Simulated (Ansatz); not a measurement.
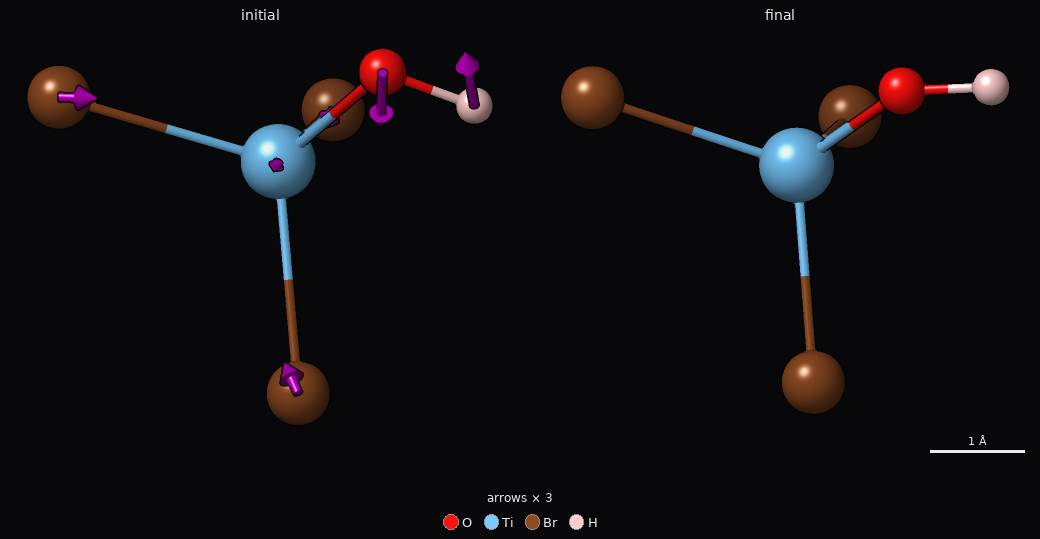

The structure of TiHOBr₃ (coarse preliminary run) before (left) and after (right) a relaxation, at one scale. The purple arrows give the displacements, 3 times their true length.

Style: ball-and-stick. Shown at a tilt.

The start comes from a force field.

All numbers below come from Ansatz 0.2.0, RKS PBE-D4/def2-SVP. (force threshold 0.03 eV/Å; at most 200 steps)

Question: What changed between the two?

Answer: The energy falls by 0.857 eV in 6 geometry steps. Largest force component: 3.8 eV/Å at the start, 0.015 eV/Å at the end. The O atom moves most after the best rigid fit: 0.30 Å. Largest moves by element: O 0.30 Å, H 0.28 Å, Br 0.16 Å, Ti 0.05 Å. Among the contacts that change: O–Ti 1.940 → 1.751 Å, Br–Ti 2.509 → 2.346 Å, Br–Ti 2.474 → 2.346 Å, Br–Ti 2.446 → 2.346 Å. Among the angles between lasting bonds that change: Ti–O–H 103.2° → 140.7°, O–Ti–Br 111.6° → 109.0°, Br–Ti–Br 108.3° → 110.5°. The run took 16 s on 4 threads of Arm Neoverse V2, on a shared host.
